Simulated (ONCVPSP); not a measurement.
# P: pseudopotential generation

System: phosphorus (P, Z = 15), core [Ne], reference valence 3s1.5 3p3.5, valence charge 5.
Method: ONCV potential, PBE, non-relativistic, made with ONCVPSP 4.0.1.

**Input**
```
# ATOM AND REFERENCE CONFIGURATION
# atsym  z   nc   nv     iexc    psfile
  P 15.00    3    2        4      upf
#
#   n    l    f
    1    0    2.00
    2    0    2.00
    2    1    6.00
    3    0    1.50
    3    1    3.50
#
# PSEUDOPOTENTIAL AND OPTIMIZATION
# lmax
    1
#
#   l,   rc,      ep,       ncon, nbas, qcut
    0    1.16    0.00    4    9    4.80
    1    1.80    0.00    4    7    4.50
#
# LOCAL POTENTIAL
# lloc, lpopt,  rc(5),   dvloc0
    4    5    1.16    6.00
#
# VANDERBILT-KLEINMAN-BYLANDER PROJECTORs
# l, nproj, debl
    0    2    2.50
    1    2    2.40
#
# MODEL CORE CHARGE
# icmod, fcfact, rcfact
    0    0.00    0.00
#
# LOG DERIVATIVE ANALYSIS
# epsh1, epsh2, depsh
   -2.00    5.00    0.02
#
# OUTPUT GRID
# rlmax, drl
    6.00    0.01
#
# TEST CONFIGURATIONS
# ncnf
    4
# nvcnf
#   n    l    f
    2
    3    0    2.00
    3    1    3.00
#
    2
    3    0    2.00
    3    1    2.00
#
    2
    3    0    2.00
    3    1    1.00
#
    2
    3    0    1.00
    3    1    3.00
#
```

The log's header says scalar-relativistic, as this program prints it for non-relativistic runs too.

Launched with:
```bash
oncvpspnr.x < P.dat > P.out
```

**The program's output (extracts)**
```
ONCVPSP  (Optimized Norm-Conservinng Vanderbilt PSeudopotential)
scalar-relativistic version 4.0.1

#   n    l    f        energy (Ha)
    1    0    2.00    -7.6386842E+01
    2    0    2.00    -6.3880677E+00
    2    1    6.00    -4.6035717E+00
    3    0    1.50    -5.2370305E-01
    3    1    3.50    -2.1324529E-01

Reference configufation results
  iterations    26
  all-electron total energy (Ha)   -3.40892156D+02

Begin loop to  construct optimized pseudo wave functions
and semi-local pseudopoentials for all angular momenta

   Wellstate for l =  0  n =  4
     eigenvalue =   1.9763
     asymptotic potential =   2.4763
     half-point radius =  2.2645

Calculating optimized projector #   1

 for l=   0

    Fraction of norm inside rc  0.132369
    Optimizing pswf for qcut=   4.81 a_B^-1,  ecut=  11.58 Ha

optimize: ERROR ps0norm > uunorm, code will stop
```

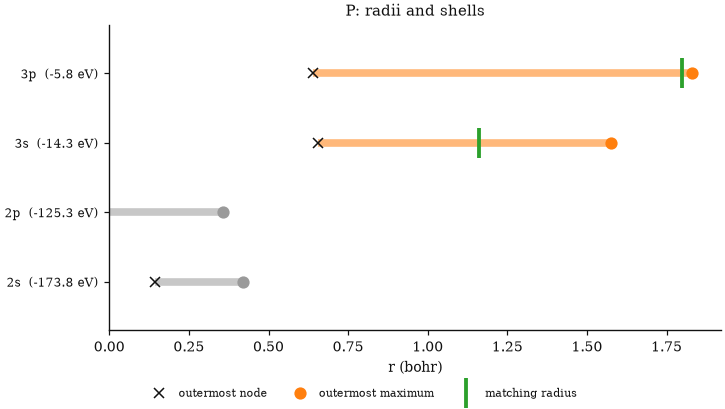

Outer shells of the all-electron reference atom: each bar runs from the outermost node (or the nucleus) to the outermost maximum of u(r); the tick is the radius chosen for the pseudo-wave. Shells without a tick have no pseudo-wave of their own. Levels, nodes and maxima are from ld1.x, non-relativistic.

- Radii against the shells: 3s: 1.16 bohr, between node and maximum; 3p: 1.80 bohr, between node and maximum.

**Outcome**

| quantity | value |
| --- | --- |
| outcome | ended with an error |
| hardware | 1 CPU thread, shared host |

**What went wrong**

The generator stopped with the message “optimize: ERROR ps0norm > uunorm, code will stop”. In words: the continuity conditions at rc already need more norm inside rc than the all-electron wave has, so norm conservation cannot be met. It was at work on the s channel when it stopped.
